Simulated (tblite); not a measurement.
**C$_{4}$H$_{12}$BNSi: saddle-point search**

C$_{4}$H$_{12}$BNSi, computed with GFN2-xTB saddle search (eigenvector following) and harmonic vibrations, gas phase (tblite 0.8.0).

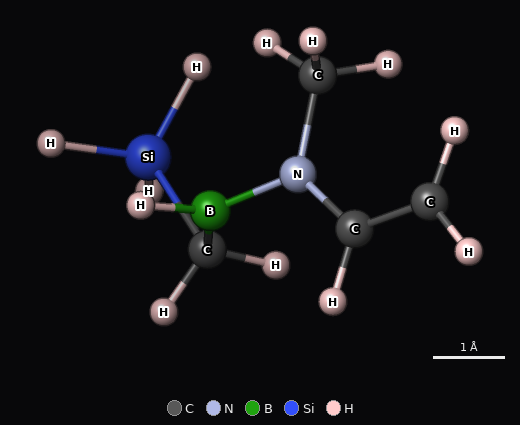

*The structure as given in the input (ball-and-stick view, seen at a tilt).*

Input file:
```
{"job": {"xc": "GFN2-xTB", "basis": "xTB", "kind": "saddle"}, "charge": 0, "multiplicity": 1}
C     -3.170516    -0.069013    -0.341657
C     -1.924432    -0.344307    -0.729373
N     -0.765551     0.214897    -0.256730
C     -0.856611     1.248346     0.748923
B      0.528240    -0.049009    -0.892411
C      1.471071    -1.148061    -0.335342
Si     2.886698    -0.274073     0.617190
H     -4.000887    -0.583125    -0.788640
H     -3.406667     0.658718     0.412090
H     -1.752475    -1.085427    -1.500414
H      0.147016     1.566965     1.024835
H     -1.414638     2.118178     0.383679
H     -1.360163     0.862845     1.640854
H      0.881351     0.630713    -1.791999
H      0.983050    -1.850227     0.339627
H      1.967329    -1.723261    -1.116498
H      3.743888    -1.305291     1.206913
H      2.369572     0.585723     1.686191
H      3.673724     0.545409    -0.307237
```

The first line tells a small driver script what to run in tblite; the rest is the geometry in Å.

Run as:
```bash
OMP_NUM_THREADS=1 python <driver script> task.json out
```

Output:
```
step      E/eV     max force
  0    -558.84215   0.0401
  1    -558.85007   0.0378
  2    -558.85455   0.0929
  3    -558.85244   0.0224
  4    -558.85474   0.0245
  5    -558.85670   0.0312
  6    -558.85855   0.0254
  7    -558.86049   0.0445
  8    -558.86205   0.0571
  9    -558.86242   0.0935
 10    -558.86146   0.2178
 11    -558.86343   0.0326
 12    -558.86379   0.0203
 13    -558.86383   0.0354
 14    -558.86388   0.0351
 15    -558.86397   0.0051
 16    -558.86398   0.0017
lowest wavenumbers (cm-1): -314.4 38.0 52.8 111.6 133.6 153.8
```

Trajectory as extended XYZ (Å, eV, eV/Å), 6 of the 12 frames kept, from step=0 to step=16:
```
19
Properties=species:S:1:pos:R:3:forces:R:3 step=0 energy=-558.84215
C    -3.1705   -0.0690   -0.3417    0.0380  -0.0090  -0.0090
C    -1.9244   -0.3443   -0.7294   -0.0300   0.0110   0.0150
N    -0.7656    0.2149   -0.2567    0.0070   0.0070   0.0040
C    -0.8566    1.2483    0.7489   -0.0050   0.0090  -0.0010
B     0.5282   -0.0490   -0.8924   -0.0010   0.0030  -0.0010
C     1.4711   -1.1481   -0.3353    0.0030   0.0060  -0.0050
Si    2.8867   -0.2741    0.6172    0.0020  -0.0070   0.0060
H    -4.0009   -0.5831   -0.7886    0.0050  -0.0140   0.0080
H    -3.4067    0.6587    0.4121   -0.0020   0.0030   0.0030
H    -1.7525   -1.0854   -1.5004    0.0130  -0.0070   0.0100
H     0.1470    1.5670    1.0248   -0.0060   0.0180  -0.0070
H    -1.4146    2.1182    0.3837   -0.0100   0.0010  -0.0080
H    -1.3602    0.8628    1.6409   -0.0020   0.0130   0.0010
H     0.8814    0.6307   -1.7920   -0.0140  -0.0100  -0.0140
H     0.9831   -1.8502    0.3396    0.0010   0.0030  -0.0120
H     1.9673   -1.7233   -1.1165    0.0040   0.0120  -0.0100
H     3.7439   -1.3053    1.2069   -0.0010  -0.0150  -0.0040
H     2.3696    0.5857    1.6862   -0.0050  -0.0200   0.0120
H     3.6737    0.5454   -0.3072    0.0040  -0.0010   0.0130
19
Properties=species:S:1:pos:R:3:forces:R:3 step=2 energy=-558.85455
C    -3.1479   -0.1001   -0.2881    0.0640  -0.0150  -0.0230
C    -1.9089   -0.3321   -0.7262   -0.0450   0.0230   0.0270
N    -0.7499    0.2656   -0.3024   -0.0270  -0.0040  -0.0090
C    -0.8311    1.2963    0.7059    0.0120   0.0370   0.0370
B     0.5279   -0.0415   -0.9525    0.0010   0.0130  -0.0160
C     1.4690   -1.1268   -0.3648    0.0190   0.0130   0.0090
Si    2.8488   -0.2985    0.6762   -0.0050   0.0290   0.0040
H    -3.9765   -0.6474   -0.6986    0.0200   0.0050   0.0060
H    -3.3797    0.6204    0.4741    0.0060   0.0000   0.0000
H    -1.7411   -1.0730   -1.4986   -0.0030  -0.0010   0.0010
H     0.1714    1.6738    0.9142   -0.0890  -0.0220  -0.0150
H    -1.4592    2.1308    0.3657    0.0460  -0.0560   0.0330
H    -1.2600    0.8962    1.6339    0.0380   0.0410  -0.0700
H     0.8464    0.5621   -1.9186   -0.0170  -0.0250   0.0260
H     0.9583   -1.8391    0.2830    0.0060   0.0080  -0.0120
H     1.9914   -1.6885   -1.1394   -0.0030   0.0030   0.0080
H     3.7178   -1.3619    1.1914   -0.0070   0.0130  -0.0080
H     2.2860    0.4511    1.8063    0.0140  -0.0350  -0.0380
H     3.6373    0.6127   -0.1617   -0.0320  -0.0280   0.0370
19
Properties=species:S:1:pos:R:3:forces:R:3 step=5 energy=-558.85670
C    -3.1427   -0.1022   -0.2785    0.0190  -0.0030  -0.0040
C    -1.9064   -0.3336   -0.7216   -0.0110   0.0060   0.0080
N    -0.7471    0.2688   -0.3068   -0.0100  -0.0010  -0.0010
C    -0.8251    1.3050    0.6960    0.0040   0.0090   0.0110
B     0.5271   -0.0431   -0.9608    0.0000  -0.0010  -0.0010
C     1.4709   -1.1254   -0.3719    0.0050   0.0020   0.0010
Si    2.8387   -0.3022    0.6864   -0.0020   0.0150   0.0040
H    -3.9713   -0.6543   -0.6817    0.0040   0.0010   0.0030
H    -3.3723    0.6222    0.4807    0.0030  -0.0010   0.0000
H    -1.7407   -1.0787   -1.4904   -0.0020   0.0010   0.0010
H     0.1757    1.6853    0.8974   -0.0240  -0.0050  -0.0080
H    -1.4551    2.1353    0.3550    0.0130  -0.0150   0.0090
H    -1.2482    0.9112    1.6272    0.0160   0.0120  -0.0240
H     0.8375    0.5509   -1.9336   -0.0010  -0.0030   0.0000
H     0.9583   -1.8425    0.2687    0.0020   0.0010  -0.0050
H     1.9996   -1.6817   -1.1459   -0.0010   0.0020   0.0040
H     3.7224   -1.3643    1.1777   -0.0030   0.0070  -0.0030
H     2.2635    0.4122    1.8307    0.0040  -0.0180  -0.0150
H     3.6152    0.6372   -0.1285   -0.0170  -0.0090   0.0190
19
Properties=species:S:1:pos:R:3:forces:R:3 step=10 energy=-558.86146
C    -3.1020   -0.1128   -0.1868    0.0310   0.0000  -0.0120
C    -1.9010   -0.3197   -0.7289   -0.0230   0.0040   0.0150
N    -0.7249    0.3036   -0.4045   -0.0180   0.0170   0.0330
C    -0.7390    1.3269    0.6149    0.0150   0.0700   0.0870
B     0.5380   -0.0665   -1.0489    0.0040  -0.0030   0.0050
C     1.4657   -1.1376   -0.4158    0.0100  -0.0050   0.0030
Si    2.7145   -0.3016    0.7737   -0.0180  -0.0280  -0.0360
H    -3.9535   -0.6654   -0.5376   -0.0010  -0.0010   0.0020
H    -3.2802    0.5954    0.6014    0.0030  -0.0110  -0.0080
H    -1.7841   -1.0534   -1.5177   -0.0050   0.0070   0.0050
H     0.2532    1.7862    0.6727   -0.1860  -0.0620   0.0080
H    -1.4771    2.1037    0.3650    0.1310  -0.1120   0.0600
H    -0.9961    0.9065    1.6020    0.0500   0.0920  -0.1910
H     0.8546    0.4836   -2.0444    0.0020   0.0020  -0.0030
H     0.9269   -1.8794    0.1737    0.0060   0.0080  -0.0030
H     2.0647   -1.6657   -1.1579   -0.0100   0.0050   0.0150
H     3.6897   -1.3157    1.1811    0.0150  -0.0210   0.0070
H     2.0378    0.2196    1.9610   -0.0230   0.0070   0.0290
H     3.4127    0.7922    0.0971    0.0170   0.0330  -0.0150
19
Properties=species:S:1:pos:R:3:forces:R:3 step=13 energy=-558.86383
C    -3.0960   -0.1116   -0.1749   -0.0030  -0.0010   0.0000
C    -1.8995   -0.3204   -0.7248    0.0040   0.0020   0.0000
N    -0.7209    0.3035   -0.4116   -0.0010  -0.0040  -0.0050
C    -0.7267    1.3327    0.6016    0.0020  -0.0140  -0.0130
B     0.5382   -0.0735   -1.0593    0.0000   0.0000   0.0000
C     1.4664   -1.1410   -0.4209    0.0080   0.0000   0.0030
Si    2.6986   -0.3009    0.7825    0.0060   0.0160   0.0070
H    -3.9499   -0.6672   -0.5154    0.0030   0.0020   0.0010
H    -3.2682    0.5993    0.6117   -0.0010   0.0010   0.0000
H    -1.7892   -1.0571   -1.5114    0.0010   0.0000   0.0010
H     0.2653    1.7749    0.6695    0.0250   0.0070  -0.0030
H    -1.4433    2.1181    0.3446   -0.0250   0.0230  -0.0100
H    -0.9990    0.9250    1.5807   -0.0070  -0.0150   0.0280
H     0.8513    0.4676   -2.0611    0.0000   0.0000   0.0000
H     0.9261   -1.8845    0.1646    0.0030   0.0020  -0.0010
H     2.0720   -1.6669   -1.1585   -0.0030   0.0030   0.0050
H     3.7097   -1.2976    1.1519   -0.0110   0.0140  -0.0030
H     2.0065    0.1580    1.9911    0.0160  -0.0110  -0.0270
H     3.3584    0.8414    0.1398   -0.0160  -0.0260   0.0160
19
Properties=species:S:1:pos:R:3:forces:R:3 step=16 energy=-558.86398
C    -3.0967   -0.1088   -0.1766    0.0000   0.0000   0.0000
C    -1.8998   -0.3205   -0.7244    0.0000   0.0000   0.0000
N    -0.7207    0.3022   -0.4106    0.0000   0.0000   0.0000
C    -0.7263    1.3326    0.6012    0.0000   0.0000   0.0000
B     0.5383   -0.0755   -1.0581    0.0000   0.0000   0.0000
C     1.4670   -1.1427   -0.4196    0.0000   0.0000   0.0000
Si    2.6986   -0.3012    0.7825    0.0010   0.0000   0.0000
H    -3.9510   -0.6633   -0.5177    0.0000   0.0000   0.0000
H    -3.2691    0.6038    0.6084    0.0000   0.0000   0.0000
H    -1.7893   -1.0587   -1.5095    0.0000   0.0000   0.0000
H     0.2654    1.7780    0.6646    0.0000   0.0000   0.0000
H    -1.4472    2.1159    0.3453    0.0000   0.0000   0.0000
H    -0.9940    0.9249    1.5828    0.0000   0.0000   0.0000
H     0.8517    0.4656   -2.0598    0.0000   0.0000   0.0000
H     0.9275   -1.8863    0.1665    0.0000   0.0000   0.0000
H     2.0722   -1.6686   -1.1572    0.0000   0.0000   0.0000
H     3.7169   -1.2919    1.1446   -0.0010   0.0010   0.0000
H     2.0082    0.1474    1.9938    0.0010   0.0000  -0.0010
H     3.3485    0.8469    0.1439   -0.0010  -0.0010   0.0010
```

Summary:

```json
{"quantity": "outcome", "value": "converged"}
{"quantity": "total energy", "value": "−558.8640 eV"}
{"quantity": "point group", "value": "C1"}
{"quantity": "hardware", "value": "1 CPU thread, shared host"}
{"quantity": "wall time", "value": "8.7 s"}
{"quantity": "peak memory", "value": "0.2 GiB"}
```
